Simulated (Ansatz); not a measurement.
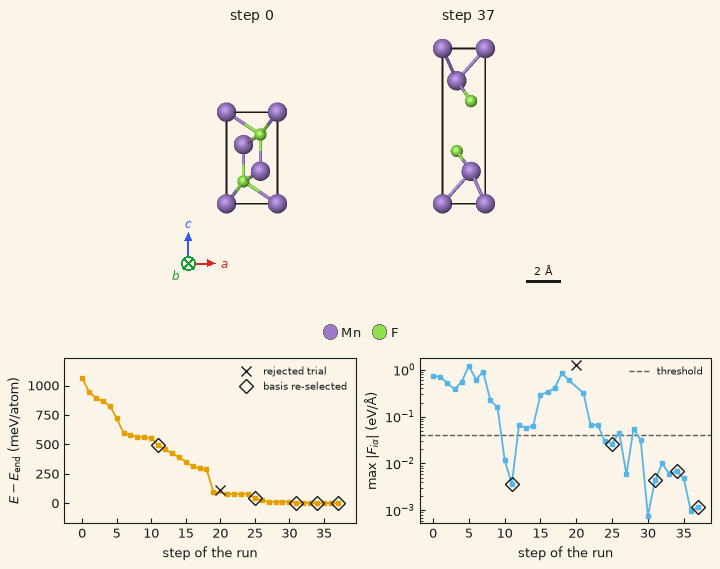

First and last geometry of a relaxation of crystalline Mn₃F₂ (built on the A-type sesquioxide_164 type) (coarse preliminary run), with the history of the run. A ball-and-stick model of the cell of the calculation, seen along the b axis.

Case: anti-A-type sesquioxide type (P-3m1, No. 164).

The calculation used DFT PBE, scalar-relativistic, plane waves, PAW (Ansatz). Set-up: plane-wave cutoff 420 eV; k-point mesh 6 × 6 × 4; occupations gaussian; smearing width 0.1 eV; collinear spin; cell and atoms relaxed; force threshold 0.04 eV/Å; at most 70 steps.

### Read the history and describe the run.

It converged. The largest moves relative to the cell, 1.37 Å, are those of Mn atoms. By element the largest moves are Mn 1.37 Å, F 0.87 Å. The volume changes by +20.0 %, with a = b 3.524 → 2.965 Å (−15.9 %), c 5.483 → 9.294 Å (+69.5 %). Among the contacts that change: Mn–Mn 2.582 → 5.694 Å, F–Mn 2.193 → 4.211 Å, F–Mn 2.438 → 3.586 Å, Mn–Mn 2.816 → 2.581 Å. Bonds break: F–Mn (2.19 → 4.21 Å). Bond angles that change, for instance: F–Mn–F 112.3° → 89.7°, Mn–F–Mn 112.3° → 89.7°. The space group stays P-3m1 (No. 164). After 31 accepted moves (37 points after the start) the energy has fallen by 1065 meV per atom. Largest force component: 0.73 eV/Å at the start, 0.0012 eV/Å at the end. The pressure goes from 22.16 to 0.05 GPa. The line search rejected the trial step at point 20 of the run. The SCF was repeated 5 times at an unchanged geometry on a basis and grid sized afresh for the cell, which shifted the energy by 62.3 meV per atom at most. The program noted that the starting moments weren't kept. The run may lie on a higher electronic state than the lowest, so the end point isn't shown to be the ground-state structure.
